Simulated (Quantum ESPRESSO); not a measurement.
## Collinear magnetic orders of VBr3 with Quantum ESPRESSO

A self-consistent run ends on one state, which hangs on the start. Several orders of VBr3 are started in Quantum ESPRESSO and their energies compared.

Program: Quantum ESPRESSO 7.5. Level of theory: LDA; plane waves with GBRV 1.5 LDA potentials, no spin-orbit coupling. Results are calculated unless marked as measured.

### 1. The structure

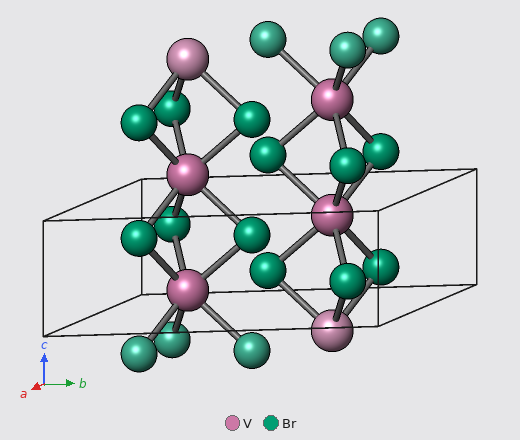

Start, viewed slightly off an axis; vanadium pink, bromine teal. 1×1×2 cells are drawn. Some periodic images of atoms are drawn too.

The cell comes from Materials Project 2023-11-01, a database of computed structures, and need not be the stable phase.

### 2. Run 1 (ferro ++)

The signs are those of the starting moments on the seeded atoms, the atoms that are given a moment.

pw.in reads:

```
&CONTROL
  calculation = 'scf'
  prefix = 'pwscf'
  outdir = './tmp'
  pseudo_dir = './pseudo'
  disk_io = 'nowf'
/
&SYSTEM
  ibrav = 0
  celldm(1) = 8
  nat = 8
  ntyp = 2
  ecutwfc = 40
  ecutrho = 280
  nbnd = 48
  occupations = 'smearing'
  smearing = 'fd'
  degauss = 0.00367493
  nspin = 2
  starting_magnetization(1) = 0.1538
  starting_magnetization(2) = 0
/
&ELECTRONS
  conv_thr = 1.6d-08
  electron_maxstep = 150
  mixing_beta = 0.3
/
ATOMIC_SPECIES
V      50.9415 v_lda_v1.4.uspp.F.UPF
Br     79.9040 br_lda_v1.4.uspp.F.UPF
CELL_PARAMETERS alat
   2.3486186182634    0.0000000000000    0.0000000000000
  -1.1743093091435    2.0339633872145    0.0000000000000
   0.0000000000000    0.0000000000000    0.7945105464435
ATOMIC_POSITIONS crystal
V       0.6666666700    0.3333333300    0.2500000000
V       0.3333333300    0.6666666700    0.7500000000
Br      0.4419500000    0.2209750000    0.7500000000
Br      0.7790250000    0.2209750000    0.7500000000
Br      0.7790250000    0.5580500000    0.7500000000
Br      0.5580500000    0.7790250000    0.2500000000
Br      0.2209750000    0.7790250000    0.2500000000
Br      0.2209750000    0.4419500000    0.2500000000
K_POINTS automatic
6 6 6 0 0 0
```

Launch:

```sh
$ OMP_NUM_THREADS=1 mpirun -n 4 pw.x -nk 4 -in pw.in > pw.out
```

Log:

```text
Program PWSCF v.7.5 starts

     Message from routine setup:
     using ibrav=0 with symmetry is DISCOURAGED, use correct ibrav instead

     K-points division:     npool     =       4
     Subspace diagonalization in iterative solution of the eigenvalue problem:

     G-vector sticks info
     --------------------
     sticks:   dense  smooth     PW     G-vecs:    dense   smooth      PW
     Sum        6817    3889   1159               153717    66433   10627

     Using Slab Decomposition

     bravais-lattice index     =            0
     lattice parameter (alat)  =       8.0000  a.u.
     unit-cell volume          =    1943.2347 (a.u.)^3
     number of atoms/cell      =            8
     number of atomic types    =            2
     number of electrons       =        68.00
     number of Kohn-Sham states=           48
     kinetic-energy cutoff     =      40.0000  Ry
     charge density cutoff     =     280.0000  Ry
     scf convergence threshold =      1.6E-08
     mixing beta               =       0.3000
     number of iterations used =            8  plain     mixing
     Exchange-correlation=  SLA  PZ   NOGX NOGC
                           (   1   1   0   0   0   0   0)

     celldm(1)=   8.000000  celldm(2)=   0.000000  celldm(3)=   0.000000
     celldm(4)=   0.000000  celldm(5)=   0.000000  celldm(6)=   0.000000

     crystal axes: (cart. coord. in units of alat)
               a(1) = (   2.348619   0.000000   0.000000 )
               a(2) = (  -1.174309   2.033963   0.000000 )
               a(3) = (   0.000000   0.000000   0.794511 )

     reciprocal axes: (cart. coord. in units 2 pi/alat)
               b(1) = (  0.425782  0.245825 -0.000000 )
               b(2) = (  0.000000  0.491651  0.000000 )
               b(3) = (  0.000000 -0.000000  1.258637 )

     PseudoPot. # 1 for V  read from file:
     v_lda_v1.4.uspp.F.UPF
     Pseudo is Ultrasoft + core correction, Zval = 13.0
     Generated by new atomic code, or converted to UPF format
     Using radial grid of  853 points,  6 beta functions with:
                l(1) =   0
                l(2) =   0
                l(3) =   1
                l(4) =   1
                l(5) =   2
                l(6) =   2
     Q(r) pseudized with  8 coefficients,  rinner =    1.100   1.100   1.100
                                                       1.100   1.100

     PseudoPot. # 2 for Br read from file:
     br_lda_v1.4.uspp.F.UPF
     Pseudo is Ultrasoft + core correction, Zval =  7.0
     Generated by new atomic code, or converted to UPF format
     Using radial grid of  879 points,  6 beta functions with:
                l(1) =   0
                l(2) =   0
                l(3) =   1
                l(4) =   1
                l(5) =   2
                l(6) =   2
     Q(r) pseudized with  8 coefficients,  rinner =    1.100   1.100   1.100
                                                       1.100   1.100

     atomic species   valence    mass     pseudopotential
     V                13.00    50.94150     V ( 1.00)
     Br                7.00    79.90400     Br( 1.00)

     Starting magnetic structure
     atomic species   magnetization
     V               0.154
     Br              0.000

     24 Sym. Ops., with inversion, found (12 have fractional translation)

   Cartesian axes

     site n.     atom                  positions (alat units)
         1        V      tau(   1) = (   1.1743093   0.6779878   0.1986276  )
         2        V      tau(   2) = (  -0.0000000   1.3559756   0.5958829  )
         3        Br     tau(   3) = (   0.7784790   0.4494551   0.5958829  )
         4        Br     tau(   4) = (   1.5701396   0.4494551   0.5958829  )
         5        Br     tau(   5) = (   1.1743093   1.1350533   0.5958829  )
         6        Br     tau(   6) = (   0.3958303   1.5845083   0.1986276  )
         7        Br     tau(   7) = (  -0.3958303   1.5845083   0.1986276  )
         8        Br     tau(   8) = (  -0.0000000   0.8989101   0.1986276  )

     number of k points=    28  Fermi-Dirac smearing, width (Ry)=  0.0037
                       cart. coord. in units 2pi/alat
        k(    1) = (   0.0000000   0.0000000   0.0000000), wk =   0.0046296
        k(    2) = (   0.0000000   0.0000000   0.2097728), wk =   0.0092593
        k(    3) = (   0.0000000   0.0000000   0.4195455), wk =   0.0092593
        k(    4) = (   0.0000000   0.0000000  -0.6293183), wk =   0.0046296
        k(    5) = (   0.0000000   0.0819418   0.0000000), wk =   0.0277778
        [... 23 further k-points ...]

     Dense  grid:   153717 G-vectors     FFT dimensions: ( 108, 108,  36)

     Smooth grid:    66433 G-vectors     FFT dimensions: (  75,  75,  30)

     Generating pointlists ...
     new r_m :   0.2498 (alat units)  1.9984 (a.u.) for type    1
     new r_m :   0.2498 (alat units)  1.9984 (a.u.) for type    2

     Initial potential from superposition of free atoms

     starting charge      67.9978, renormalised to      68.0000

     negative rho (up, down):  8.294E-04 6.063E-04
     Starting wfcs are   44 randomized atomic wfcs +    4 random wfcs

     Self-consistent Calculation

     iteration #  1     ecut=    40.00 Ry     beta= 0.30
     Davidson diagonalization with overlap
     ethr =  1.00E-02,  avg # of iterations =  5.6

     Threshold (ethr) on eigenvalues was too large:
     Diagonalizing with lowered threshold

     Davidson diagonalization with overlap
     ethr =  1.86E-04,  avg # of iterations =  4.8

     negative rho (up, down):  4.900E-04 9.556E-04

     total energy              =    -569.85077798 Ry
     estimated scf accuracy    <       0.13611012 Ry

     total magnetization       =     3.78 Bohr mag/cell
     absolute magnetization    =     4.32 Bohr mag/cell

     iteration #  2     ecut=    40.00 Ry     beta= 0.30
     Davidson diagonalization with overlap
     ethr =  2.00E-04,  avg # of iterations =  2.6

     negative rho (up, down):  3.647E-04 1.133E-03

     total energy              =    -569.85789090 Ry
     estimated scf accuracy    <       0.07980772 Ry

     total magnetization       =     3.94 Bohr mag/cell
     absolute magnetization    =     4.29 Bohr mag/cell

     iteration #  3     ecut=    40.00 Ry     beta= 0.30
     Davidson diagonalization with overlap
     ethr =  1.17E-04,  avg # of iterations =  1.7

     negative rho (up, down):  3.996E-05 1.459E-03

     total energy              =    -569.87085287 Ry
     estimated scf accuracy    <       0.03407117 Ry

     total magnetization       =     3.98 Bohr mag/cell
     absolute magnetization    =     4.53 Bohr mag/cell

     [... further iterations left out ...]

     iteration #  7     ecut=    40.00 Ry     beta= 0.30
     Davidson diagonalization with overlap
     ethr =  4.61E-08,  avg # of iterations =  1.9

     negative rho (up, down):  0.000E+00 1.841E-03

     total energy              =    -569.87585085 Ry
     estimated scf accuracy    <       0.00000205 Ry

     total magnetization       =     4.00 Bohr mag/cell
     absolute magnetization    =     4.59 Bohr mag/cell

     iteration #  8     ecut=    40.00 Ry     beta= 0.30
     Davidson diagonalization with overlap
     ethr =  3.01E-09,  avg # of iterations =  1.7

     negative rho (up, down):  0.000E+00 1.841E-03

     total energy              =    -569.87585154 Ry
     estimated scf accuracy    <       0.00000053 Ry

     total magnetization       =     4.00 Bohr mag/cell
     absolute magnetization    =     4.59 Bohr mag/cell

     iteration #  9     ecut=    40.00 Ry     beta= 0.30
     Davidson diagonalization with overlap
     ethr =  7.84E-10,  avg # of iterations =  2.0

     negative rho (up, down):  0.000E+00 1.841E-03

     total energy              =    -569.87585170 Ry
     estimated scf accuracy    <       0.00000005 Ry

     total magnetization       =     4.00 Bohr mag/cell
     absolute magnetization    =     4.60 Bohr mag/cell

     iteration # 10     ecut=    40.00 Ry     beta= 0.30
     Davidson diagonalization with overlap
     ethr =  7.16E-11,  avg # of iterations =  2.0

     negative rho (up, down):  0.000E+00 1.841E-03

     Magnetic moment per site  (integrated on atomic sphere of radius R)
     atom   1 (R=0.250)  charge= 10.9982  magn=  1.8230
     atom   2 (R=0.250)  charge= 10.9982  magn=  1.8230
     atom   3 (R=0.250)  charge=  4.8738  magn= -0.0421
     atom   4 (R=0.250)  charge=  4.8738  magn= -0.0421
     atom   5 (R=0.250)  charge=  4.8738  magn= -0.0421
     atom   6 (R=0.250)  charge=  4.8738  magn= -0.0421
     atom   7 (R=0.250)  charge=  4.8738  magn= -0.0421
     atom   8 (R=0.250)  charge=  4.8738  magn= -0.0421

     End of self-consistent calculation

     [... lines left out ...]
     the Fermi energy is     2.4510 ev

!    total energy              =    -569.87585172 Ry
     estimated scf accuracy    <          9.5E-09 Ry
     smearing contrib. (-TS)   =      -0.00498289 Ry
     internal energy E=F+TS    =    -569.87086883 Ry

     The total energy is F=E-TS. E is the sum of the following terms:
     one-electron contribution =    -437.49750820 Ry
     hartree contribution      =     233.57318459 Ry
     xc contribution           =    -193.58687471 Ry
     ewald contribution        =    -172.35967052 Ry

     total magnetization       =     4.00 Bohr mag/cell
     absolute magnetization    =     4.60 Bohr mag/cell

     convergence has been achieved in  10 iterations

=------------------------------------------------------------------------------=
   JOB DONE.
=------------------------------------------------------------------------------=
```

It took 2 min on 4 MPI ranks of Intel Xeon 6975P-C (Granite Rapids), shared host; peak memory 1.3 GiB; 8 min of CPU time.

Spin moment in the atom's sphere by atom:

```
atom  spin moment in the atom's sphere (μB)
  V1                                   1.82
  V2                                   1.82
 Br3                                  -0.04
 Br4                                  -0.04
 Br5                                  -0.04
 Br6                                  -0.04
 Br7                                  -0.04
 Br8                                  -0.04
```

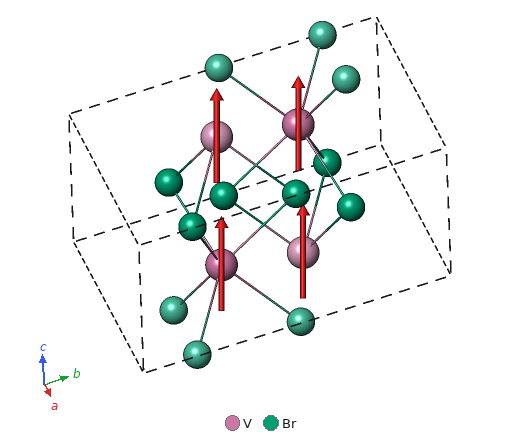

Spin moment in the atom's sphere as arrows, the longest 1.82 μB. Up and down stand for the sign. Arrows give size and sign along the axis of quantisation, drawn up and down the page. Some periodic images of atoms are drawn too.

Read from the output:

```
smearing term TS       : 0.06780 eV
magnetization          : 4 μB
absolute magnetization : 4.598 μB
final state            : ferromagnetic
```

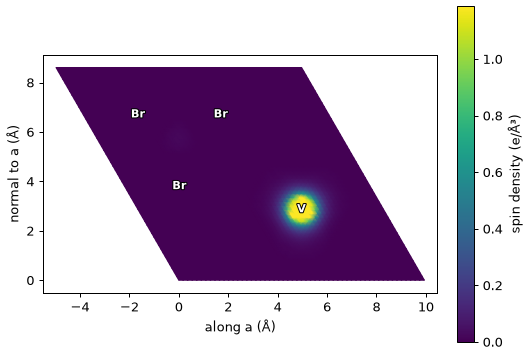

Spin density in the ab plane at fractional z = 0.250, with atoms of V and Br within 0.2 Å of it.

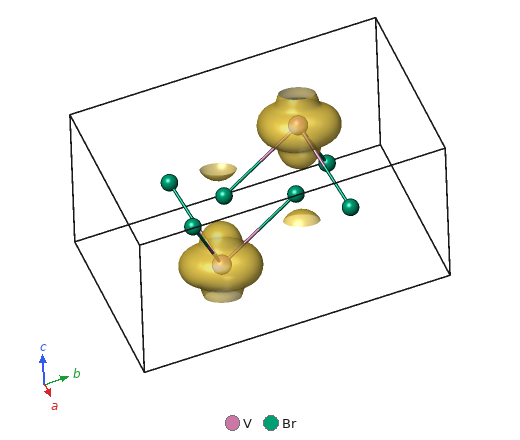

Surface of spin density = 0.11 e/Å³, which holds about 70 % of the integral of its size.

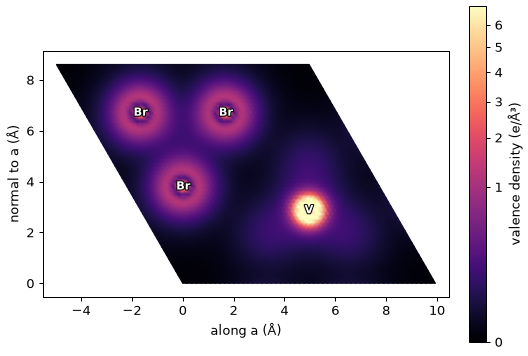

Valence density in the ab plane at fractional z = 0.250, with atoms of V and Br within 0.2 Å of it. It is the smooth field of the valence electrons, not physical close to the nuclei. The colour scale is stretched toward low values.

(Part 1 of 2 ends here.)

[Logs and program files are shortened in this print: banners, set-up blocks, solver, clock and traceback lines can be left out without a mark of their own.]

[Logs are printed without paths, hosts, clocks, repeated set-up lines and the standing remarks that a program may print on its own settings, such as how far it seeks lower states.]

[Hosts, paths, dates, database ids (printed as entryN), source tags and the programs' standing remarks are cut or masked in the printed files.]

[Where a cell is said to come from a database of computed structures, the database is the Materials Project.]
